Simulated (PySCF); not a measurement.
## C₃H₉N₃Si₂: excited-state calculation

The run: excited-state calculation of C₃H₉N₃Si₂, SMILES N#C[Si](N)(N)[SiH]1CC1. Method and program: TDDFT PBE0/def2-SVPD, vertical, gas phase, core orbitals frozen in the response (PySCF 2.14.0).

The geometry comes from this level: GFN2-xTB.

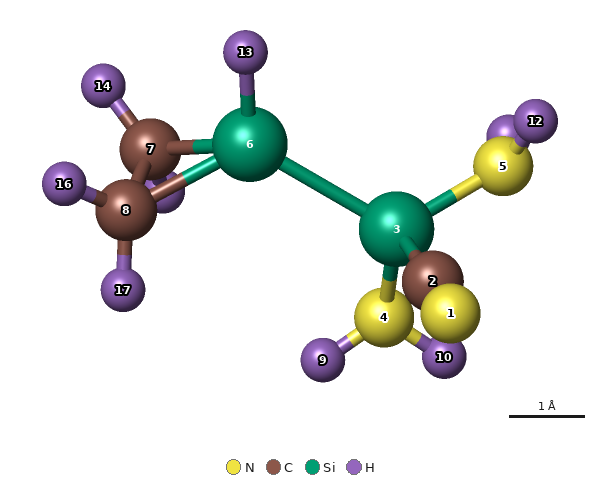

Figure 1. The structure (ball-and-stick view, seen at an oblique angle; atoms are numbered from 1 in the order of the input).

**The input**
```
{"job": {"kind": "uv", "xc": "PBE0", "basis": "def2-SVPD", "nstates": 8, "ntriplets": 3}, "charge": 0, "multiplicity": 1}
N     -1.660951     0.633219    -3.311019
C     -1.501248     0.552082    -2.179152
Si    -1.148014     0.384449    -0.337018
N     -1.709338    -1.091828     0.345123
N     -2.213798     1.573315     0.313998
Si     1.117593     0.579066    -0.021080
C      2.014571    -0.493673     1.253427
C      2.262853    -0.914271    -0.194671
H     -1.190536    -1.940912     0.199024
H     -2.698810    -1.281251     0.362509
H     -2.324762     1.633588     1.312575
H     -2.235422     2.492511    -0.094306
H      1.805306     1.850552    -0.264266
H      2.873661    -0.107225     1.782285
H      1.461566    -1.196295     1.861136
H      3.272773    -0.782917    -0.554436
H      1.867557    -1.878381    -0.484040
```

The first line tells a small driver script what to run in PySCF; the rest is the geometry in Å.

Run on 1 CPU thread, shared host.

Command:
```bash
OMP_NUM_THREADS=1 python <driver script> task.json out
```

**Output**
```
coarse grid: 15272 points
cycle   1  E = -861.8405707738  dE =  8.205e-01  |g| = 6.848e-01  |ddm| = 5.770e+00
cycle   2  E = -861.6314391263  dE =  2.091e-01  |g| = 1.145e+00  |ddm| = 2.645e+00
cycle   3  E = -861.9461604356  dE = -3.147e-01  |g| = 2.233e-01  |ddm| = 1.591e+00
cycle   4  E = -861.9561840816  dE = -1.002e-02  |g| = 7.502e-02  |ddm| = 2.603e-01
cycle   5  E = -861.9574178411  dE = -1.234e-03  |g| = 1.709e-02  |ddm| = 1.180e-01
cycle   6  E = -861.9575060984  dE = -8.826e-05  |g| = 4.690e-03  |ddm| = 3.375e-02
cycle   7  E = -861.9575111697  dE = -5.071e-06  |g| = 1.517e-03  |ddm| = 7.991e-03
final grid: 138800 points
cycle   8  E = -862.0571126030  dE = -3.059e-05  |g| = 8.870e-03  |ddm| = 1.056e-01
cycle   9  E = -862.0570928123  dE =  1.979e-05  |g| = 1.292e-02  |ddm| = 2.899e-02
cycle  10  E = -862.0571299391  dE = -3.713e-05  |g| = 1.676e-03  |ddm| = 1.692e-02
cycle  11  E = -862.0571305768  dE = -6.376e-07  |g| = 5.406e-04  |ddm| = 2.104e-03
cycle  12  E = -862.0571306418  dE = -6.504e-08  |g| = 1.183e-04  |ddm| = 8.707e-04
cycle  13  E = -862.0571306455  dE = -3.666e-09  |g| = 3.793e-05  |ddm| = 2.691e-04
cycle  14  E = -862.0571306458  dE = -3.233e-10  |g| = 1.480e-05  |ddm| = 6.988e-05
```

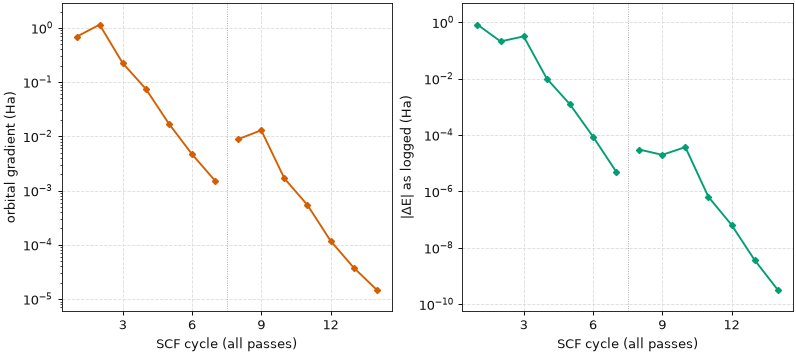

Figure 2. Convergence of the self-consistent field: orbital gradient and size of the energy change against the SCF cycle. The dotted line marks the change from a coarse to the final integration grid. The first 7 cycles use a coarse grid, the final grid takes over at cycle 8, and the field converges after 14 cycles in all.

```
converged SCF energy = -862.0571306458

Static polarisability (au): isotropic 109.684, principal 93.482 102.447 133.122

Singlet excitations
state   eV       nm        f      main configurations
  1   5.0056    247.7   0.00556   H->L 0.55, H->L+1 0.43
  2   5.4146    229.0   0.11899   H->L+1 0.46, H->L 0.36, H-1->L+1 0.14
  3   5.6506    219.4   0.01877   H-1->L 0.96
  4   5.7959    213.9   0.07877   H-1->L+1 0.77
  5   6.0790    204.0   0.03392   H-2->L+1 0.65, H-2->L 0.27
  6   6.1732    200.8   0.00916   H-2->L 0.67, H-2->L+1 0.30
  7   6.4595    191.9   0.00415   H->L+2 0.88
  8   6.6666    186.0   0.00900   H->L+4 0.35, H->L+3 0.34, H-3->L+1 0.16

Triplet excitations (Tamm-Dancoff, eV): 4.2253 4.8165 5.1240
```

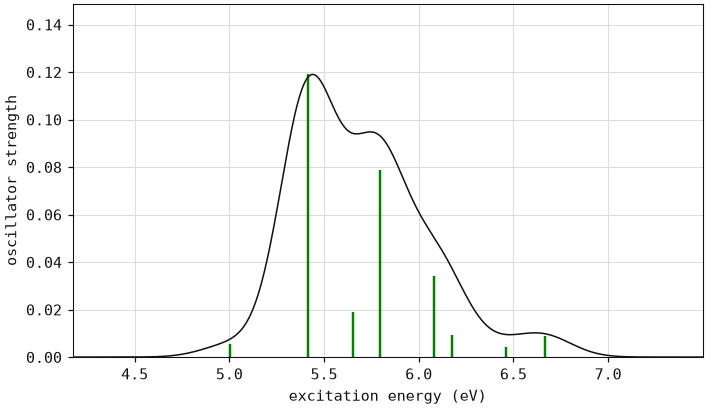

Figure 3. Computed excitations as sticks (degenerate states added up, dark ones marked on the axis), with a Gaussian envelope of 0.35 eV full width at half maximum, scaled to the tallest. Of the 8 states the lowest lies at 5.01 eV (f = 0.006); the strongest line is at 5.41 eV, or 229 nm (f = 0.119).

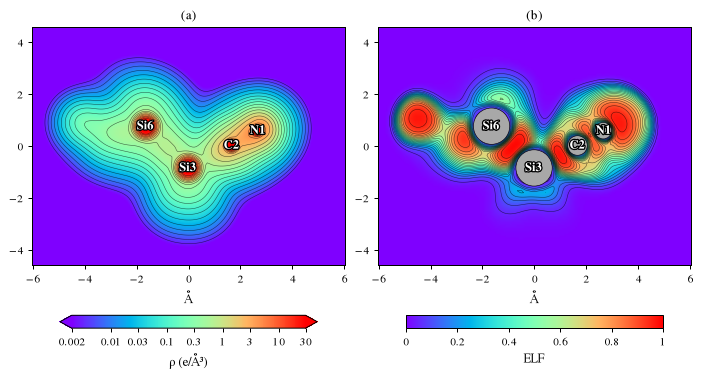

Figure 4. (a) total electron density; (b) electron localisation function on the plane of atoms C2, Si3 and Si6. Grey discs, where drawn, cover atomic cores. C–Si (1.88 Å): ρ is about 0.88 e/Å³ halfway; the ELF peaks at about 1 between the atoms (a covalent bond).

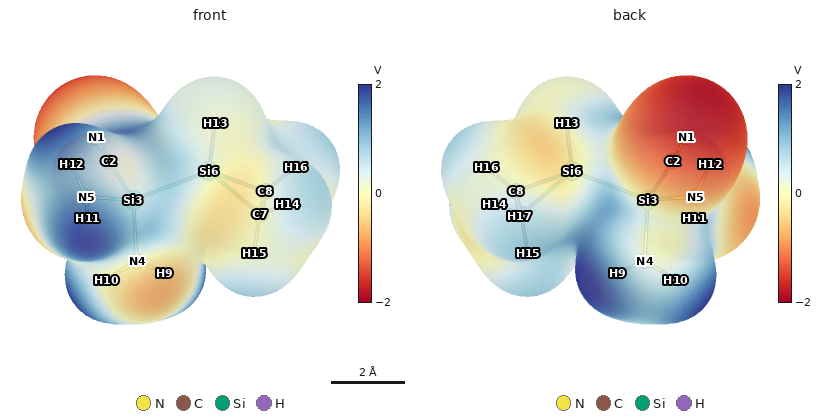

Figure 5. The electrostatic potential painted on the density surface at 0.002 e/bohr³, seen face on and from behind; red is negative and blue positive.

**Summary**

| quantity | value |
| --- | --- |
| outcome | converged |
| total energy | −862.057131 hartree |
| HOMO | −7.06 eV |
| LUMO | −0.89 eV |
| dipole moment | 4.08 D |
| mean polarisability | 109.68 a.u. |
| lowest singlet excitation | 5.01 eV |
| wall time | 2.4 min |
| peak memory | 0.98 GiB |
